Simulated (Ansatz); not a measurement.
## Phonon calculation of C2H5NSi

C2H5NSi, computed with RKS PBE0-D4/def2-mTZVP (Ansatz 0.2.0).

It belongs to a series of runs on one base structure; here: vibrations at the highest image of the band.

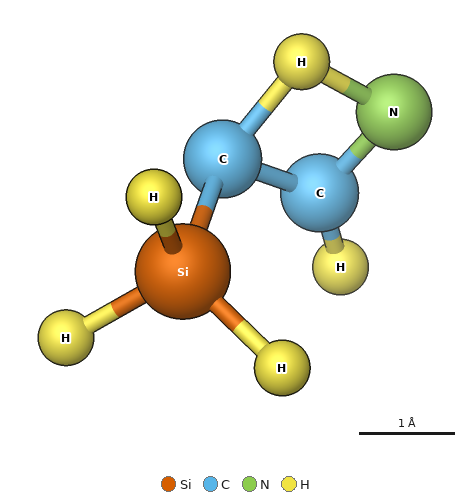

**Figure 1.** The structure (ball-and-stick view, seen at a tilt). Bond lengths as drawn: C–C 1.41 Å, C–H 1.08 to 1.35 Å, C–N 1.28 Å, C–Si 1.89 Å, H–N 1.28 Å and H–Si 1.48 to 1.49 Å.

Input file
```yaml
crystal:
  periodic: [false, false, false]
  atoms:
    - { symbol: Si, position_ang: [-0.572652, 0.93031, -0.723554] }
    - { symbol: C, position_ang: [0.037557, -0.798919, -0.264279] }
    - { symbol: C, position_ang: [0.285689, -1.089497, 1.089626] }
    - { symbol: "N", position_ang: [1.549523, -1.0192, 0.869692] }
    - { symbol: H, position_ang: [-2.037383, 0.75287, -0.926886] }
    - { symbol: H, position_ang: [-0.345034, 1.990673, 0.302897] }
    - { symbol: H, position_ang: [0.060633, 1.350709, -1.998036] }
    - { symbol: H, position_ang: [1.363087, -1.029433, -0.39263] }
    - { symbol: H, position_ang: [-0.25292, -1.133815, 2.02617] }
basis:
  gaussian: { orbitals: def2-mTZVP }
hamiltonian:
  xc: pbe0
  dispersion: d4
phonons: {}
```

Run on 2 threads of Intel Xeon @ 2.60GHz (Ice Lake), 24 GiB of memory available, shared host.

Command:
```bash
ansatz run input.yaml --threads 2 --pin off --max-ram 3072MiB --backend cpu --events-out ev --progress --plain --runs-dir out
```

Output
```
Engine: ansatz 0.2.0, x86_64-unknown-linux-gnu
Functional definition: PBE0
  parameter a = 0.25
  parameter kappa = 0.804
  parameter beta = 0.06672455060314922
  exchange = (1 - a)*pbe_x(kappa = kappa, mu = beta*pi^2/3) + a*exact_x
  correlation = pbe_c(beta = beta)
934 factors; integrals over basis functions are off by at most 7.7e-4 eV
mean field evaluation 1: about -11507.3000 eV, gradient 3.9e1 eV
mean field evaluation 2: about -11505.1822 eV, gradient 4.9e1 eV
mean field evaluation 4: about -11510.9647 eV, gradient 5.3e0 eV
mean field evaluation 8: about -11511.0889 eV, gradient 1.2e-1 eV
mean field evaluation 16: about -11511.0890 eV, gradient 4.4e-5 eV
mean field -11511.08896745 eV, -423.0247170574 hartree, gradient 4.4e-5 eV, S^2 0.000000; 0 other end points of the search recorded, 0 dependent functions left out
the calculation of the forces begins
reference -11511.08899705 eV, -423.0247181453 hartree; 19, 19 occupied and 75, 75 virtual orbitals, 934 factors
these checks for a lower state are left out or cut short: stability, starts, cluster_reference, orbital_swaps, neighbouring_geometries, increment
934 factors; integrals over basis functions are off by at most 7.7e-4 eV
mean field -11511.08884522 eV, -423.0247125655 hartree, gradient 9.8e-7 eV, S^2 0.000000; 0 other end points of the search recorded, 0 dependent functions left out
[... from here on the field's lines of each further geometry are left out, up to the last ...]
the calculation of the forces begins
reference -11511.08892302 eV, -423.0247154246 hartree; 19, 19 occupied and 75, 75 virtual orbitals, 934 factors
these checks for a lower state are left out or cut short: stability, starts, cluster_reference, orbital_swaps, neighbouring_geometries, increment
934 factors; integrals over basis functions are off by at most 7.7e-4 eV
mean field -11511.08886718 eV, -423.0247133725 hartree, gradient 1.0e-6 eV, S^2 0.000000; 0 other end points of the search recorded, 0 dependent functions left out
the calculation of the forces begins
reference -11511.08889677 eV, -423.0247144601 hartree; 19, 19 occupied and 75, 75 virtual orbitals, 934 factors
WARN: phonons: modes at or below zero, which the zero-point energy, F, S and C_V leave out: 1, the lowest at -1436.74 cm⁻¹. A minimum has none, and a first-order saddle one
Total energy: -11511.23179495 eV, -423.0299658713 hartree
Atom 0 at    -0.572652     0.930310    -0.723554 Å, force    -0.006975     0.002125    -0.002207 eV/Å
Atom 1 at     0.037557    -0.798919    -0.264279 Å, force     0.032389     0.003679     0.014355 eV/Å
Atom 2 at     0.285689    -1.089497     1.089626 Å, force    -0.011308    -0.001726     0.005899 eV/Å
Atom 3 at     1.549523    -1.019200     0.869692 Å, force    -0.025415     0.004820    -0.025149 eV/Å
Atom 4 at    -2.037383     0.752870    -0.926886 Å, force    -0.001029     0.001528     0.002686 eV/Å
Atom 5 at    -0.345034     1.990673     0.302897 Å, force     0.002033    -0.002411    -0.002577 eV/Å
Atom 6 at     0.060633     1.350709    -1.998036 Å, force     0.000221    -0.001443     0.000692 eV/Å
Atom 7 at     1.363087    -1.029433    -0.392630 Å, force     0.008031    -0.003934     0.003597 eV/Å
Atom 8 at    -0.252920    -1.133815     2.026170 Å, force     0.002052    -0.002637     0.002703 eV/Å
Dipole moment:    -0.270438     0.104304     0.234616 e Å
Vibrations: -1436.74 70.96 193.10 263.98 522.78 641.29 656.32 784.30 887.03 915.20 923.11 962.36 1056.85 1084.55 1325.77 1573.33 2185.76 2196.78 2225.16 2253.43 3250.14 cm⁻¹, zero-point energy 1.486087 eV
```

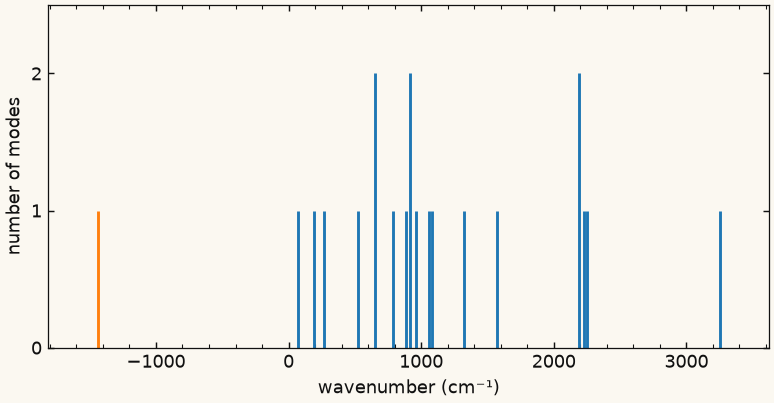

**Figure 2.** Harmonic vibrational wavenumbers from the force constants; neighbouring modes closer than 21 cm⁻¹ are counted in one stick, and imaginary ones are drawn at negative wavenumbers. 21 modes from 1437i to 3250 cm⁻¹, 1 imaginary beyond 8i (1437i cm⁻¹): a first-order saddle point, if the geometry is stationary.

Summary

- outcome: converged
- total energy: −11511.2318 eV
- mean-field energy: −11511.0890 eV
- largest force (length of the vector): 0.036 eV/Å
- wall time: 64 s (CPU time 2 min)
- peak memory: 0.19 GiB
